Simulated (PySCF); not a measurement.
System: C$_{7}$H$_{9}$NOSi (SMILES C=C1C=C(C(=O)[SiH2]N)C1=C).

Input

```
{"job": {"kind": "nmr", "xc": "PBE0", "basis": "pcSseg-1"}, "charge": 0, "multiplicity": 1}
C     -3.469129     0.263543    -0.940120
C     -2.197880     0.084241    -0.613364
C     -0.934385     0.779807    -0.873636
C     -0.208851    -0.116417    -0.143055
C      1.204992    -0.234275     0.168848
O      1.635395    -1.115102     0.897787
Si     2.409578     1.030063    -0.632683
N      3.865941     0.716951     0.202908
C     -1.421900    -0.910667     0.189099
C     -1.687380    -2.003707     0.878785
H     -4.236219    -0.413230    -0.605107
H     -3.782120     1.093877    -1.551267
H     -0.690434     1.667523    -1.426766
H      2.403633     0.789957    -2.084029
H      1.976988     2.401562    -0.357542
H      4.755648     1.073928    -0.098474
H      3.959789    -0.163716     0.684538
H     -0.903103    -2.548179     1.376060
H     -2.690367    -2.386910     0.966049
```

Run with:

```sh
OMP_NUM_THREADS=1 python probes_run.py task.json out
```

Geometry: GFN2-xTB.

Computed with PBE0/pcSseg-1, SCF density, gas phase, non-relativistic (PySCF 2.14.0).

**What will maps of the electron density and electron localisation function show?**

C–O (1.22 Å): ρ is about 3.2 e/Å³ halfway; the ELF peaks at about 0.85 between the atoms: a short, multiple covalent bond.
C–C (1.32 Å): ρ is about 2.3 e/Å³ halfway; the ELF peaks at about 0.95 between the atoms; a short, multiple covalent bond.
Si–N (1.71 Å): ρ at the midpoint is about 1.1 e/Å³; the ELF peaks at about 0.90 between the atoms: a polar covalent bond.
C–Si (1.92 Å): the density is about 0.93 e/Å³ at the midpoint; the ELF peaks at about 1 between the atoms: a covalent bond.

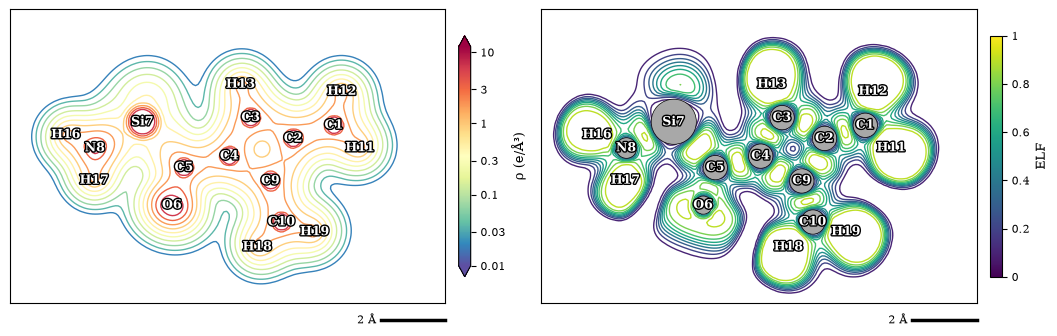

Computed electron density and electron localisation function on the plane of atoms C5, C4 and C9, in this order. Grey discs cover the atomic cores in the ELF map. 
